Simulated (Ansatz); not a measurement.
# Optical response of AlBiS3 (model structure)

What colour and refractive index does AlBiS3 (model structure) have at this level of theory? The structure is a model built here, which may or may not match a known phase. It was built so: All Fe replaced by Al and O replaced by S in the R-3m structure of FeBiO3.

Program: Ansatz 0.2.0. Level of theory: DFT, PBE, plane-wave PAW, default files, scalar-relativistic, independent-particle optical response without local fields. Results are calculated unless marked as measured.

## 1. The starting structure

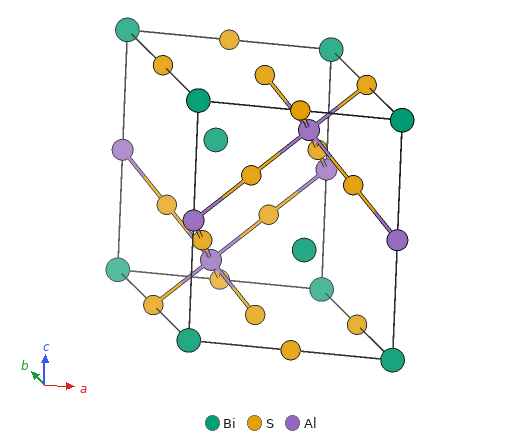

The starting structure, seen slightly off an axis (bismuth teal, sulfur orange, aluminium purple). This picture shows the conventional cell, with its axes. Some periodic images of atoms are drawn too.

## 2. Relaxation

The structure was built or cut out here, so it is relaxed before any spectrum is computed.

This step: DFT, PBE, plane-wave PAW, default files, scalar-relativistic, relaxation (Ansatz 0.2.0).

input.yaml

```yaml
crystal:
  lattice:
    - [3.34049212, 1.92863403, 2.7561132]
    - [-3.34049212, 1.92863403, 2.7561132]
    - [0.0, -3.85726806, 2.7561132]
  atoms:
    - { symbol: Bi, position: [0.0, 0.0, 0.0] }
    - { symbol: S, position: [0.5, 0.5, 0.0] }
    - { symbol: S, position: [0.5, 0.0, 0.5] }
    - { symbol: S, position: [0.0, 0.5, 0.5] }
    - { symbol: Al, position: [0.5, 0.5, 0.5] }
kpoints:
  mp_grid: { grid: [5, 5, 5] }
scf:
  occupations: { method: fermi_dirac, width: 0.05 }
hamiltonian:
  xc: pbe
  pseudopotentials: { kind: paw }
output:
  forces: true
  stress: true
relax:
  f_tol: 0.02
  max_steps: 50
  cell: {}
```

Run with:

```sh
> ansatz run input.yaml --threads 2 --pin off --max-ram 5120MiB --backend cpu --events-out ev --progress --plain --runs-dir out
```

Numbers of over 12 decimals in the logs are rounded to 6 here.

What it wrote:

```text
Engine: ansatz 0.2.0, aarch64-unknown-linux-gnu
Pseudopotentials: kind: paw
Pseudopotential: Bi, paw, valence charge 15, recommended cutoff 420 eV (normal), Bi.paw.azcp
Pseudopotential: S, paw, valence charge 6, recommended cutoff 420 eV (normal), S.paw.azcp
Pseudopotential: Al, paw, valence charge 3, recommended cutoff 420 eV (normal), Al.paw.azcp
Functional definition: PBE
  parameter kappa = 0.804
  parameter beta = 0.066725
  exchange = pbe_x(kappa = kappa, mu = beta*pi^2/3)
  correlation = pbe_c(beta = beta)
Crystal: 5 atoms, lattice volume = 106.539 Å³
Basis set: ecut = 420 eV, 2103 PW (Γ), exchange–correlation on 64×64×64 points (8 copies of the dense FFT grid, shifted against one another)
Bands: 23, of which v1, the nominal top of the filled ones, is band 18 counted from 1 (17 counted from 0)
Symmetry: 12 space group operations
Space group: R-3m (ITA 166), of the structure as read, at distance tolerance 4.7e-5 Å
k-points: 19 of 125
Non-local potential: Bi, projectors of the file, l = 0: 2, l = 1: 2, l = 2: 2, l = 3: 2
Non-local potential: S, projectors of the file, l = 0: 2, l = 1: 2, l = 2: 2
Non-local potential: Al, projectors of the file, l = 0: 2, l = 1: 2, l = 2: 1
PAW form: soft (Blöchl's): semilocal exchange-correlation on the pseudo side does not see the compensation charge
PAW one-centre angular grid: Bi, 590 points (default); XC on 64 Gauss nodes
PAW one-centre angular grid: S, 110 points (default); XC on 64 Gauss nodes
PAW one-centre angular grid: Al, 110 points (default); XC on 64 Gauss nodes
Initial density: superposition of atomic densities (neutral atoms: chi_scale 0, normalization atom), corrected by the library's trained network
Initial wavefunctions: pseudopotential atomic-orbital guess
Functional: x = pbe(κ = 0.804, μ = 0.219515), c = pbe(β = 0.066725)
SCF iter   1: F=—  HF=-15641.573160 eV  |F-HF|=—  |Δ(HF+E_count)|=         —  Δρ=2.80e-3  dr2=1.88e-2  ethr=1.77e-3  ⟨swp⟩=6.9  Hψ=2370  notcnv=0
preconditioner: auto → Kerker (q_TF=auto, 2.277 Å⁻¹)  [metal: Δε(μ)=0.050 eV  Ē_g=8.327 eV  σ=0.050 eV  W_gap=0.25  n_scr=18 (ndim 8)  ℏωp=18.3 eV  f_vac=0.000  D(μ)=4.92/eV (n_scr^D=32)]
SCF iter   2: F=—  HF=-15641.570318 eV  |F-HF|=—  |Δ(HF+E_count)|=   2.84e-3  Δρ=1.71e-3  dr2=7.87e-3  ethr=5.22e-5  ⟨swp⟩=1.1  Hψ=592  notcnv=0
SCF iter   3: F=—  HF=-15641.568760 eV  |F-HF|=—  |Δ(HF+E_count)|=   1.56e-3  Δρ=5.01e-4  dr2=5.08e-4  ethr=2.19e-5  ⟨swp⟩=2.0  Hψ=691  notcnv=0
SCF iter   4: F=—  HF=-15641.568617 eV  |F-HF|=—  |Δ(HF+E_count)|=   1.43e-4  Δρ=2.48e-4  dr2=1.13e-4  ethr=1.41e-6  ⟨swp⟩=2.1  Hψ=733  notcnv=0
SCF iter   5: F=—  HF=-15641.568591 eV  |F-HF|=—  |Δ(HF+E_count)|=   2.56e-5  Δρ=6.58e-5  dr2=4.11e-6  ethr=3.15e-7  ⟨swp⟩=2.0  Hψ=756  notcnv=0
SCF iter   6: F=—  HF=-15641.568609 eV  |F-HF|=—  |Δ(HF+E_count)|=   1.74e-5  Δρ=2.14e-5  dr2=5.83e-7  ethr=1.14e-8  ⟨swp⟩=2.1  Hψ=665  notcnv=0
SCF iter   7: F=-15641.568609 eV  HF=-15641.568609 eV  |F-HF|=7.66e-9  |Δ(HF+E_count)|=   4.10e-8  Δρ=5.70e-6  dr2=3.14e-8  ethr=2.78e-10  ⟨swp⟩=4.9  Hψ=1708  notcnv=0
SCF 1 converged in 7 iterations: F = -15641.568609 eV  dr2 = 3.14e-8
  greatest PAW one-centre occupation: 0.989 electrons in one spin orbital (limit 2), on the Bi atom at site 0 (counted from 0), in its partial waves of l = 2
relax step   1: F+E_penalty+E_count = -15641.56860879 eV  Δ(F+E_penalty+E_count) = +0.000e0 eV  max|allowed force component| = 3.575e-30 eV/Å  Δτ_max = 0.0000 Å  P = -3.304 GPa  Ω = 106.539 Å³  (7 SCF iters, dr2 threshold 1.00e-7 eV, accepted)
Crystal: 5 atoms, lattice volume = 102.419 Å³
Basis set: ecut = 420 eV, 2007 PW (Γ), exchange–correlation on 64×64×64 points (8 copies of the dense FFT grid, shifted against one another)
Initial density: handed on by an earlier stage of this run
Initial wavefunctions: those handed on with the density
iter 1 solved again at ethr=3.20e-5 eV; its pass at ethr=3.10e-3 eV (dr2=1.15e-2 eV) is discarded
SCF iter   1: F=—  HF=-15641.624257 eV  |F-HF|=—  |Δ(HF+E_count)|=         —  Δρ=2.14e-3  dr2=1.14e-2  ethr=3.20e-5  ⟨swp⟩=1.1  Hψ=2563  notcnv=0
preconditioner: auto → Kerker (q_TF=auto, 2.292 Å⁻¹)  [metal: Δε(μ)=0.064 eV  Ē_g=8.549 eV  σ=0.050 eV  W_gap=0.30  n_scr=18 (ndim 8)  ℏωp=18.7 eV  f_vac=0.000  D(μ)=4.49/eV (n_scr^D=32)]
SCF iter   2: F=—  HF=-15641.622546 eV  |F-HF|=—  |Δ(HF+E_count)|=   1.71e-3  Δρ=1.39e-3  dr2=5.23e-3  ethr=3.18e-5  ⟨swp⟩=1.0  Hψ=437  notcnv=0
SCF iter   3: F=—  HF=-15641.621324 eV  |F-HF|=—  |Δ(HF+E_count)|=   1.22e-3  Δρ=1.91e-4  dr2=9.99e-5  ethr=1.45e-5  ⟨swp⟩=2.0  Hψ=687  notcnv=0
SCF iter   4: F=—  HF=-15641.621460 eV  |F-HF|=—  |Δ(HF+E_count)|=   1.36e-4  Δρ=5.93e-5  dr2=7.67e-6  ethr=2.78e-7  ⟨swp⟩=2.1  Hψ=595  notcnv=0
SCF iter   5: F=—  HF=-15641.621460 eV  |F-HF|=—  |Δ(HF+E_count)|=   7.01e-8  Δρ=1.78e-5  dr2=6.21e-7  ethr=2.13e-8  ⟨swp⟩=2.0  Hψ=645  notcnv=0
SCF iter   6: F=-15641.621460 eV  HF=-15641.621460 eV  |F-HF|=3.91e-10  |Δ(HF+E_count)|=   7.60e-8  Δρ=4.30e-6  dr2=2.33e-8  ethr=1.39e-9  ⟨swp⟩=4.0  Hψ=1528  notcnv=0
SCF 2 converged in 6 iterations: F = -15641.621460 eV  dr2 = 2.33e-8
relax step   2: F+E_penalty+E_count = -15641.62146041 eV  Δ(F+E_penalty+E_count) = -5.285e-2 eV  max|allowed force component| = 2.419e-30 eV/Å  Δτ_max = 0.0000 Å  P = -0.552 GPa  Ω = 102.419 Å³  energy of the carried Pulay correction = +5.582e-4 eV  (6 SCF iters, dr2 threshold 5.00e-7 eV, accepted)
Crystal: 5 atoms, lattice volume = 101.628 Å³
Basis set: ecut = 420 eV, 1935 PW (Γ), exchange–correlation on 64×64×64 points (8 copies of the dense FFT grid, shifted against one another)
iter 1 solved again at ethr=1.26e-6 eV; its pass at ethr=3.10e-3 eV (dr2=4.53e-4 eV) is discarded
SCF iter   1: F=—  HF=-15641.622845 eV  |F-HF|=—  |Δ(HF+E_count)|=         —  Δρ=4.35e-4  dr2=4.66e-4  ethr=1.26e-6  ⟨swp⟩=2.0  Hψ=2460  notcnv=0
preconditioner: auto → Kerker (q_TF=auto, 2.295 Å⁻¹)  [metal: Δε(μ)=0.076 eV  Ē_g=8.584 eV  σ=0.050 eV  W_gap=0.36  n_scr=18 (ndim 8)  ℏωp=18.8 eV  f_vac=0.000  D(μ)=4.80/eV (n_scr^D=32)]
SCF iter   2: F=—  HF=-15641.622946 eV  |F-HF|=—  |Δ(HF+E_count)|=   1.01e-4  Δρ=2.79e-4  dr2=2.05e-4  ethr=1.26e-6  ⟨swp⟩=1.0  Hψ=437  notcnv=0
SCF iter   3: F=—  HF=-15641.622897 eV  |F-HF|=—  |Δ(HF+E_count)|=   4.92e-5  Δρ=4.37e-5  dr2=6.39e-6  ethr=5.70e-7  ⟨swp⟩=2.0  Hψ=687  notcnv=0
iter 4 did not close the SCF: its close was put off for the readings that it lacked (scf_convergence_deferred on its scf_iter line)
SCF iter   4: F=-15641.622895 eV  HF=-15641.622896 eV  |F-HF|=8.50e-8  |Δ(HF+E_count)|=   1.03e-6  Δρ=1.55e-5  dr2=3.38e-7  ethr=1.78e-8  ⟨swp⟩=2.2  Hψ=631  notcnv=0
iter 5 did not close the SCF: its close was put off for the readings that it lacked (scf_convergence_deferred on its scf_iter line)
SCF iter   5: F=-15641.622896 eV  HF=-15641.622896 eV  |F-HF|=2.21e-9  |Δ(HF+E_count)|=   1.03e-8  Δρ=3.65e-6  dr2=2.36e-8  ethr=9.39e-10  ⟨swp⟩=2.1  Hψ=597  notcnv=0
SCF iter   6: F=-15641.622896 eV  HF=-15641.622896 eV  |F-HF|=2.07e-10  |Δ(HF+E_count)|=   2.71e-9  Δρ=8.52e-7  dr2=8.90e-10  ethr=6.56e-11  ⟨swp⟩=1.6  Hψ=1356  notcnv=0
SCF 3 converged in 6 iterations: F = -15641.622896 eV  dr2 = 8.90e-10
relax step   3: F+E_penalty+E_count = -15641.62289553 eV  Δ(F+E_penalty+E_count) = -1.435e-3 eV  max|allowed force component| = 1.262e-29 eV/Å  Δτ_max = 0.0000 Å  P = +0.048 GPa  Ω = 101.628 Å³  energy of the carried Pulay correction = +6.680e-4 eV  (6 SCF iters, dr2 threshold 5.00e-7 eV, accepted)
[...]
relax step   4: F+E_penalty+E_count = -15641.62289659 eV  Δ(F+E_penalty+E_count) = -1.063e-6 eV  max|allowed force component| = 1.085e-30 eV/Å  Δτ_max = 0.0000 Å  P = +0.001 GPa  Ω = 101.690 Å³  energy of the carried Pulay correction = +6.593e-4 eV  (6 SCF iters, dr2 threshold 7.31e-9 eV, accepted)
Initial wavefunctions: pseudopotential atomic-orbital guess (no wavefunctions were taken with the density)
iter 1 solved again at ethr=5.34e-7 eV; its pass at ethr=3.10e-3 eV (dr2=1.92e-4 eV) is discarded
SCF iter   1: F=—  HF=-15641.622091 eV  |F-HF|=—  |Δ(HF+E_count)|=         —  Δρ=4.27e-5  dr2=3.43e-7  ethr=5.34e-7  ⟨swp⟩=3.0  Hψ=3390  notcnv=0
eigensolver tolerance schedule: the retry pair's looser diagonalisation over-reported the residual by 559.09 of it (diagonalisation noise at 0.11 of the residual, at the tolerance the schedule requests for it); recorded, not acted on — ethr = c·dr2/N_el stays at c = 1.0e-1
SCF iter   2: F=—  HF=-15641.622262 eV  |F-HF|=—  |Δ(HF+E_count)|=   1.70e-4  Δρ=2.31e-5  dr2=9.51e-8  ethr=9.53e-10  ⟨swp⟩=2.6  Hψ=842  notcnv=0
SCF iter   3: F=—  HF=-15641.622262 eV  |F-HF|=—  |Δ(HF+E_count)|=   1.45e-7  Δρ=3.71e-6  dr2=5.36e-9  ethr=2.64e-10  ⟨swp⟩=2.1  Hψ=733  notcnv=0
SCF iter   4: F=—  HF=-15641.622262 eV  |F-HF|=—  |Δ(HF+E_count)|=   2.26e-9  Δρ=1.21e-6  dr2=1.07e-9  ethr=1.49e-11  ⟨swp⟩=2.6  Hψ=763  notcnv=0
SCF iter   5: F=—  HF=-15641.622262 eV  |F-HF|=—  |Δ(HF+E_count)|=  1.40e-10  Δρ=1.87e-7  dr2=5.58e-11  ethr=2.97e-12  ⟨swp⟩=2.0  Hψ=668  notcnv=0
SCF iter   6: F=-15641.622262 eV  HF=-15641.622262 eV  |F-HF|=3.64e-12  |Δ(HF+E_count)|=    0.00e0  Δρ=3.29e-8  dr2=2.20e-12  ethr=1.00e-12  ⟨swp⟩=4.0  Hψ=1459  notcnv=0
SCF 5 converged in 6 iterations: F = -15641.622262 eV  dr2 = 2.20e-12
relax step   5: F+E_penalty+E_count = -15641.62226189 eV  Δ(F+E_penalty+E_count) = +6.347e-4 eV  max|allowed force component| = 5.259e-30 eV/Å  Δτ_max = 0.0000 Å  P = -0.003 GPa  Ω = 101.690 Å³  stress off target by 3.55e-3 GPa  SCF on the basis re-selected at this cell (its energy is not comparable with the rows above)  (6 SCF iters)
basis re-selected at this cell: Δ(F+E_penalty+E_count) = +6.347e-4 eV, ΔP = -0.003 GPa vs the last step (what re-selecting the basis moved, of the pressure what is left beyond the Pulay correction that the steps carried, after the strain that the cell walked since its last selection, with what the two solves' SCF thresholds leave and, on support functions, any second-order correction that the steps lacked; it is no m [...]
SCF converged after 6 iterations
Free energy (F): -15641.622262 eV
Harris-Foulkes:  -15641.622262 eV  (|F-HF|=3.64e-12)
Internal energy: -15641.584705 eV  (E = F + TS)
E sigma→0 (E₀):  -15641.603483 eV
Entropy (-TS):   -0.037557 eV (-7.511 meV/atom)
Fermi energy:    8.423364 eV
--- Per-component energies (eV) ---
  E_band       = -85.569051
  E_kinetic    = 645.968682
  E_local      = -1806.717818  (includes V_loc(G=0)·N_el)
  E_nonlocal   = 657.163718
  E_hartree    = 579.742894
  E_xc         = -483.101965
  E_vxc        = -436.411287  (∫ρ·V_xc dr)
  E_paw        = -12931.239933  (= ΣΔE_a)
  E_vpaw       = -305.057670  (= ΣTr[D̂ρ^β])
  E_aug_tail   = -0.000419  (compensation charges beyond the density's cutoff)
  E_ewald      = -2303.399864
  E_smearing   = -0.037557  (= −TS)
  E_closure    = 0.000000  (closes the sum)
  Σ components = -15641.622262   (vs F -15641.622262, Δ=0.00e0)
--- Forces (eV/Å), atoms counted from 1 ---
  atom   1  Bi    -0.00000000     0.00000000     0.00000000
  atom   2  S     -0.00000000     0.00000000    -0.00000000
  atom   3  S     -0.00000000     0.00000000    -0.00000000
  atom   4  S     -0.00000000    -0.00000000    -0.00000000
  atom   5  Al     0.00000000     0.00000000     0.00000000
  max |Σ_I F_I| component: 1.05e-29 eV/Å
--- Stress (GPa, compression-positive) ---
       -0.002547      -0.000000      -0.000000
       -0.000000      -0.002547       0.000000
       -0.000000       0.000000      -0.003545
  P = ⅓ Tr σ = -0.0029 GPa (-0.029 kbar)
--- Relaxed structure (4 steps of the walk, 4 accepted, 1 SCFs on fresh bases) ---
  F+E_penalty+E_count = -15641.62226189 eV   max|allowed force component| = 5.259e-30 eV/Å   (the final SCF, on the basis selected at the relaxed cell)
  cell:  # Å, volume = 101.6901 Å³
    - [3.300469, 1.905527, 2.694862]
    - [-3.300469, 1.905527, 2.694862]
    - [0, -3.811054, 2.694862]
  atoms:
    - { symbol: Bi, position: [0, 0, 0] }
    - { symbol: S, position: [0.5, 0.5, -5.551115123125783e-17] }
    - { symbol: S, position: [0.5, 0.0, 0.5] }
    - { symbol: S, position: [0.0, 0.5, 0.5] }
    - { symbol: Al, position: [0.500000, 0.500000, 0.5] }
```

Elapsed: 7.1 s, on 2 threads of Arm Neoverse V1, shared host; peak memory 0.38 GiB; 14 s of CPU time.

Relaxation path:

```tsv
step	energy less that of the first step (eV)	largest force component (eV/Å)	pressure (GPa)	volume (Å³)
1	0.0000	0.0000	-3.30	106.54
2	-0.0529	0.0000	-0.55	102.42
3	-0.0543	0.0000	0.05	101.63
4	-0.0543	0.0000	0.00	101.69
5*	-0.0537	0.0000	0.00	101.69
```

Relaxation steps marked * repeat the geometry before them on a plane-wave basis chosen anew for their cell, so energy and pressure can jump there.

Forces are held to the 12 operations that the run works with; a distortion that breaks them can't arise in this run.

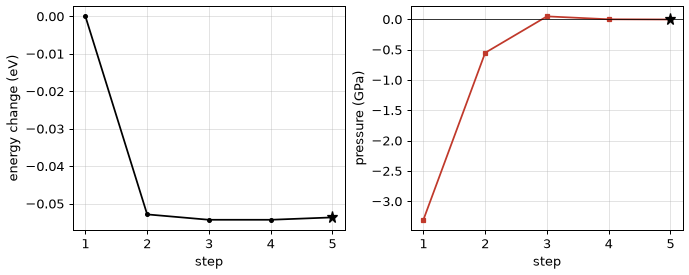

Energy and pressure along the relaxation. Stars mark steps on a basis chosen anew.

```tsv
cell as run	before	after	change
a (Å)	4.741	4.668	-1.5 %
b (Å)	4.741	4.668	-1.5 %
c (Å)	4.741	4.668	-1.5 %
α (°)	89.60	90.00	+0.4 %
β (°)	89.60	90.00	+0.4 %
γ (°)	89.60	90.00	+0.4 %
volume (Å³/atom)	21.31	20.34	-4.6 %
```

The relaxed structure:

```xyz
5
Lattice="3.3005 1.9055 2.6949 -3.3005 1.9055 2.6949 0.0000 -3.8111 2.6949" Properties=species:S:1:pos:R:3 pbc="T T T"
Bi    0.0000    0.0000    0.0000
S     0.0000    1.9055    2.6949
S     1.6502   -0.9528    2.6949
S    -1.6502   -0.9528    2.6949
Al    0.0000    0.0000    4.0423
```

The relaxation ends with a pressure of 0.00 GPa.

## 3. Ground state and bands

First the ground state: is it a metal or has it a gap?

This step: DFT, PBE, plane-wave PAW, default files, scalar-relativistic, ground state (Ansatz 0.2.0).

input.yaml

```yaml
crystal:
  lattice:
    - [3.3004691833, 1.9055267714, 2.6948617612]
    - [-3.3004691833, 1.9055267714, 2.6948617612]
    - [0.0, -3.8110535429, 2.6948617612]
  atoms:
    - { symbol: Bi, position: [0.0, 0.0, 0.0] }
    - { symbol: S, position: [0.5, 0.5, 0.0] }
    - { symbol: S, position: [0.5, 0.0, 0.5] }
    - { symbol: S, position: [0.0, 0.5, 0.5] }
    - { symbol: Al, position: [0.5, 0.5, 0.5] }
kpoints:
  mp_grid: { grid: [5, 5, 5] }
  band_path:
    path:
      - [[0.0, 0.0, 0.0], [0.0, 0.5, 0.0], [0.5, 0.5, 0.0], [0.0, 0.0, 0.0], [0.5, 0.5, 0.5], [0.0, 0.5, 0.0]]
      - [[0.5, 0.5, 0.0], [0.5, 0.5, 0.5]]
    npoints: 11
scf:
  occupations: { method: fermi_dirac, width: 0.05 }
  n_extra_bands: 9
hamiltonian:
  xc: pbe
  pseudopotentials: { kind: paw }
output:
  forces: true
  stress: true
  populations: true
  write_bands: true
```

What it wrote:

```text
Warning: 36 symmetry operations that the atoms keep within the bar at which the run's group was sought (crystal.symmetry.tolerance 1.0e-5, or twice it) were not taken beside the 12 unitary ones that the detection took (of a slab, those that keep its plane). If the more symmetric cell is meant, write the vectors of crystal.lattice to more decimals, or, with the positions in fractional coordinates, give it by lengths a [...]
[...]
Crystal: 5 atoms, lattice volume = 101.690 Å³
Basis set: ecut = 420 eV, 1935 PW (Γ), exchange–correlation on 64×64×64 points (8 copies of the dense FFT grid, shifted against one another)
Bands: 27, of which v1, the nominal top of the filled ones, is band 18 counted from 1 (17 counted from 0)
Symmetry: 12 space group operations
[...]
k-points: 19 of 125
[...]
SCF iter   1: F=—  HF=-15641.627702 eV  |F-HF|=—  |Δ(HF+E_count)|=         —  Δρ=3.10e-3  dr2=2.46e-2  ethr=1.77e-3  ⟨swp⟩=7.6  Hψ=2785  notcnv=0  defer=16
[...]
SCF iter   7: F=-15641.622262 eV  HF=-15641.622262 eV  |F-HF|=7.09e-10  |Δ(HF+E_count)|=   1.32e-8  Δρ=3.79e-6  dr2=1.75e-8  ethr=2.78e-10  ⟨swp⟩=10.3  Hψ=2547  notcnv=0
SCF 1 converged in 7 iterations: F = -15641.622262 eV  dr2 = 1.75e-8
[...]
NSCF: frozen V_eff on 68 k-points
SCF converged after 7 iterations
Free energy (F): -15641.622262 eV
[...]
Internal energy: -15641.584704 eV  (E = F + TS)
E sigma→0 (E₀):  -15641.603483 eV
Entropy (-TS):   -0.037558 eV (-7.512 meV/atom)
Fermi energy:    8.423377 eV
[...]
--- Stress (GPa, compression-positive) ---
       -0.002423      -0.000000      -0.000000
       -0.000000      -0.002423       0.000000
       -0.000000       0.000000      -0.003421
  P = ⅓ Tr σ = -0.0028 GPa (-0.028 kbar)
--- Band table (eV; the first three rows and the last of 19) ---
  k-point 0: bands = [... 14 lower, 6.7855, 7.0947, 7.0947, 7.0948, 8.8841, 11.3208, 11.3210, 11.3210, ... 5 higher]
  k-point 1: bands = [... 14 lower, 6.3297, 6.8441, 7.1178, 7.1179, 9.9178, 10.2944, 10.8346, 10.8348, ... 5 higher]
  k-point 2: bands = [... 14 lower, 6.3614, 6.4964, 7.3927, 7.3929, 8.3746, 10.1354, 10.1355, 11.9230, ... 5 higher]
  k-point 18: bands = [... 14 lower, 6.5161, 8.3466, 8.3466, 8.4544, 10.3001, 11.1610, 11.1611, 12.4864, ... 5 higher]
--- Löwdin populations: 5 sites ---
  site symbol       q [e]
     0     Bi     14.0998
     1      S      6.3604
     2      S      6.3604
     3      S      6.3604
     4     Al      2.5688
  spilling = 0.006954 (of n_electrons = 36.000000)
```

Wall time 4.2 s (2 threads); peak memory 0.38 GiB.

In the SCF lines HF is the Harris–Foulkes energy and dr2 the Hartree energy of the density residual, in eV; the loop may stop once dr2 is under the threshold and the program's other checks hold. Hψ counts applications of the Hamiltonian.

Read-outs, printed or worked out from the files:

- free energy: -15641.6223 eV
- Fermi energy: 8.423 eV
- electrons: 36
- symmetry operations: 12
- pressure: -0.002755 GPa
- volume: 101.7 Å³
- gap on the path: 0 eV

There are states at the Fermi level within the smearing, so the occupations stay smeared and the carriers get a Drude term. The cell is left with a pressure of 0.0 GPa after its relaxation.

Electronic bands along the path, in eV, zero at the Fermi level; # counts the bands kept:

```tsv
point	#9	#10	#11	#12	#13	#14	#15	#16
Γ	-1.64	-1.33	-1.33	-1.33	0.46	2.90	2.90	2.90
X	-1.98	-1.71	-0.97	-0.97	-0.56	1.59	1.59	4.09
M	-2.33	-2.33	-1.54	-0.37	0.21	1.94	1.94	5.36
Γ	-1.64	-1.33	-1.33	-1.33	0.46	2.90	2.90	2.90
R	-1.50	0.22	0.22	0.22	2.98	2.98	2.98	4.37
X	-1.98	-1.71	-0.97	-0.97	-0.56	1.59	1.59	4.09
jump to M	-2.33	-2.33	-1.54	-0.37	0.21	1.94	1.94	5.36
R	-1.50	0.22	0.22	0.22	2.98	2.98	2.98	4.37
```

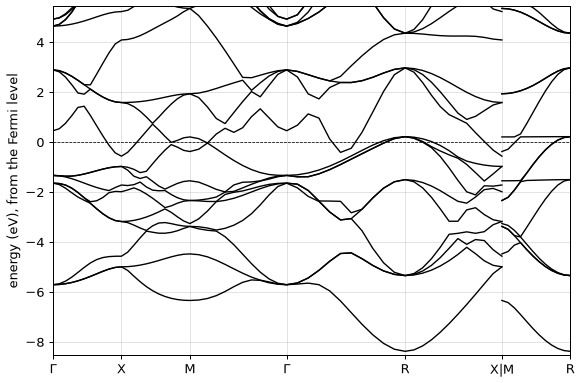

Electronic bands along the path.

[end of part 1 of 2]

[Logs are printed without paths, hosts, clocks, repeated set-up lines and the standing remarks that a program may print on its own settings, such as how far it seeks lower states.]

[Hosts, paths, dates, database ids (printed as entryN), source tags and the programs' standing remarks are cut or masked in the printed files.]
